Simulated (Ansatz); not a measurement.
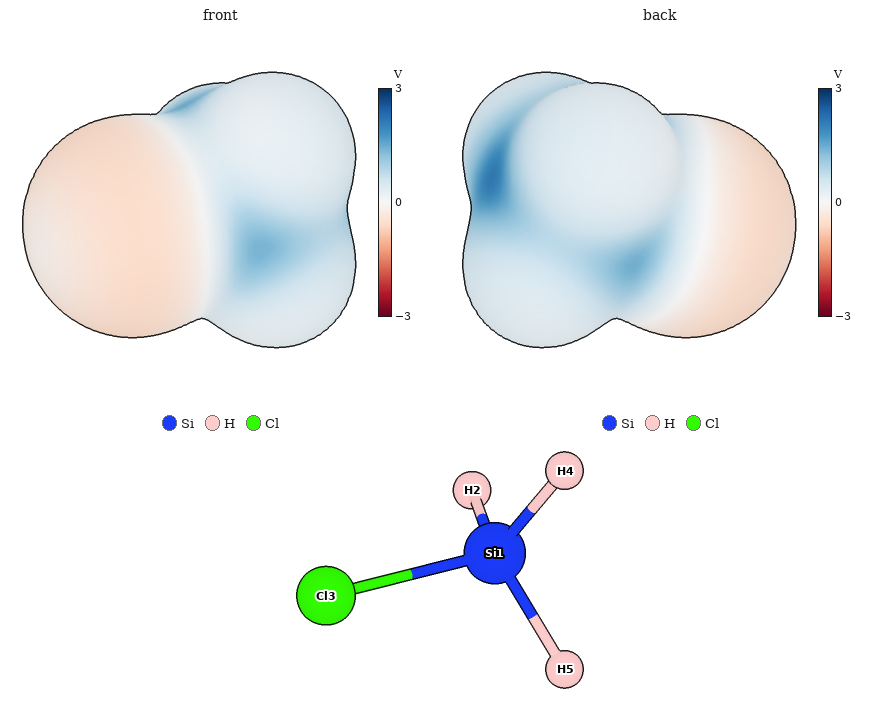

Figure 1: ClH3Si. The molecular electrostatic potential painted on the density surface at 0.002 e/bohr³, seen from the front and from behind; the colour scale runs from red (negative) to blue (positive). The bare structure is drawn below in the same view.

These are results of RKS BHLYP/def2-SVP (Ansatz), not measurements.

```xyz
5

Si    0.0064    0.0000   -0.0019
H     0.0228    0.0000    1.4736
Cl    1.9543    0.0000   -0.6902
H    -0.6752    1.2095   -0.5016
H    -0.6752   -1.2095   -0.5016
```

Question: Where is the surface potential most negative and most positive?

Answer: The most negative region (about −0.5 V, or −12 kcal/mol for a unit charge) lies over Cl3, the most positive (about +2.0 V, or +46 kcal/mol for a unit charge) over Si1.
